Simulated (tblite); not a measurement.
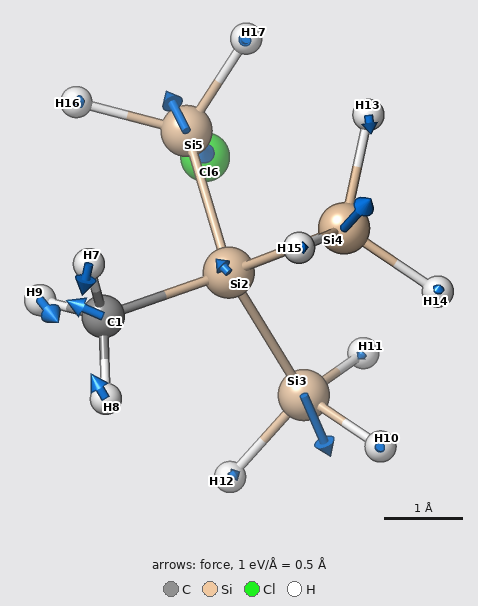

Starting geometry of CH₁₁ClSi₄ with the computed forces as blue arrows. The picture is a ball-and-stick view, seen from a free direction.

Level of theory: GFN2-xTB geometry optimisation, gas phase in tblite 0.8.0. 

What follows when this structure is relaxed?

Answer. It isn't relaxed: the largest force vector, on Si3, is 1.98 eV/Å. The final displacements have little in common with the starting forces (cosine between the two patterns 0.20). The largest move after the best rigid fit is that of Cl6, 1.81 Å. By element the largest moves are Cl 1.81 Å, H 1.51 Å, Si 0.32 Å, C 0.26 Å. Among the contacts that change: Si2–Si3 2.218 → 2.348 Å, Si2–Si4 2.232 → 2.350 Å, Si2–Si5 2.250 → 2.341 Å, C1–Si2 1.875 → 1.922 Å. Among the angles between lasting bonds that change: Si3–Si2–Si4 106.2° → 113.0°, Si2–Si3–H10 106.5° → 112.6°, H11–Si3–H12 112.5° → 106.8°. Groups turn about Si2–Si5 by about 70°, Si2–Si3 by about 40°, C1–Si2 by about 25°. The energy falls by 58.7 kJ/mol in 156 geometry steps.
